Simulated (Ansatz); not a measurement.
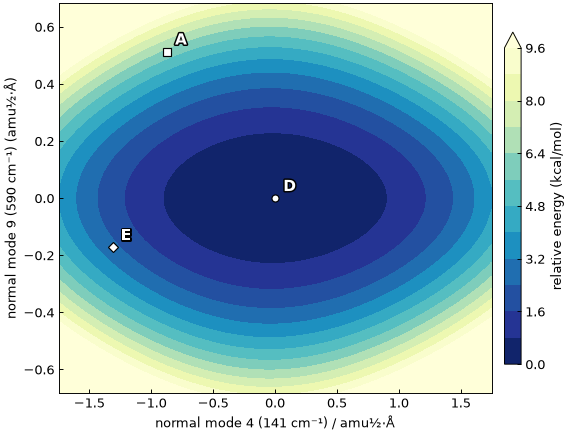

C₂H₆AlI, SMILES [CH3][Al]([CH3])[I]. 
- First axis: normal mode 4 (141 cm⁻¹). Second axis: normal mode 9 (590 cm⁻¹).
- Nothing is relaxed (straight displacements along the two mass-weighted modes).
- Grid: 9 × 9 points.
- All energies are given in kcal/mol relative to the lowest grid point.
- Method: Ansatz, RKS PBE-D4/def2-SVP.

Drawn: filled contours, one colour for all values above the top of the scale, lettered points. Between grid points the surface is interpolated.

### Is A the lowest point of the computed grid?

No. A lies 6.1 kcal/mol above the lowest grid point, which is at normal mode 4 (141 cm⁻¹) = 0.00 amu½·Å, normal mode 9 (590 cm⁻¹) = 0.000 amu½·Å.

### What kind of point is each of A, D, E: minimum, saddle, maximum or slope?

A: on a slope; D: minimum; E: on a slope. (In these two coordinates alone; a stationary point may lie a little off the grid point.)

### Rank the lettered points by energy, lowest first.

D (0.0 kcal/mol), E (2.6 kcal/mol), A (6.1 kcal/mol).
